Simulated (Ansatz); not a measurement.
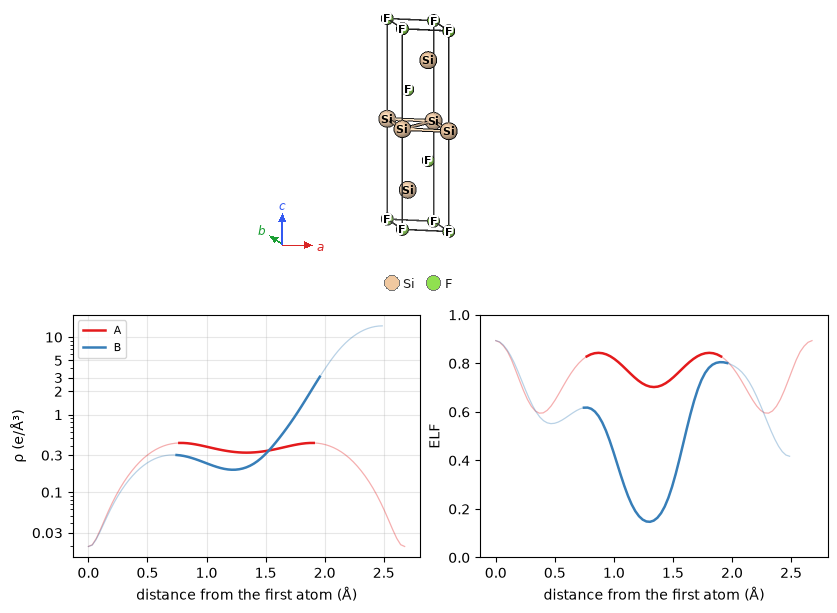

SiF. Valence charge density (pseudo) and ELF along straight lines between neighbouring atoms. Thin, pale parts lie inside the atomic spheres. The structure is drawn too.

Space group R-3m; a generated structure, not necessarily the stable one; computed pressure about −3 GPa in this cell.

Theory: Kohn-Sham DFT of a periodic cell, PBE0, Ansatz PAW in Ansatz.

In a PAW calculation such maps are meaningful between the atoms, not at the nuclei.

Question: Which curve belongs to which contact (Si–F and Si–Si)? The first atom named is at distance zero.

Answer: Curve A: Si–Si (2.68 Å): ρ at the midpoint is about 0.32 e/Å³; the ELF peaks at about 0.85 between the atoms. Curve B: Si–F (2.49 Å): ρ is about 0.2 e/Å³ halfway; the ELF is about 0.15 at the midpoint (no localised pair shows between them).
